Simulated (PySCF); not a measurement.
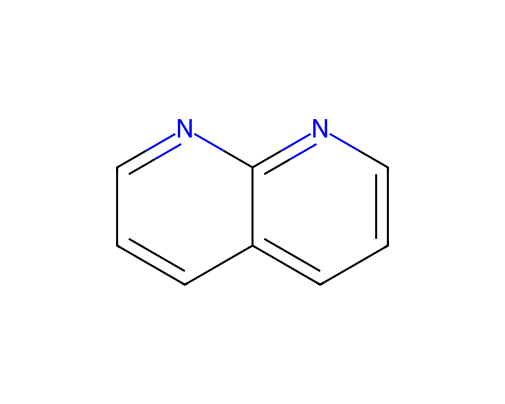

Computed geometry: GFN2-xTB optimisation. No frequency run is at hand to confirm it as a minimum. Method: CAM-B3LYP/def2-SVPD, gas phase (PySCF 2.14.0). Excitations: vertical, linear response.

Predict the main results.

The species is C8H6N2 (`c1cnc2ncccc2c1`).
- dipole moment: 4.31 D
- HOMO energy (Kohn–Sham orbital): −8.68 eV
- LUMO energy (Kohn–Sham orbital): −0.97 eV
- HOMO–LUMO gap: 7.71 eV
- mean static polarisability: 103.7 bohr³
- lowest vertical singlet excitation: 4.10 eV
- its oscillator strength: 0.000
- brightest of the 8 lowest singlets: 6.50 eV
- its oscillator strength: 1.13
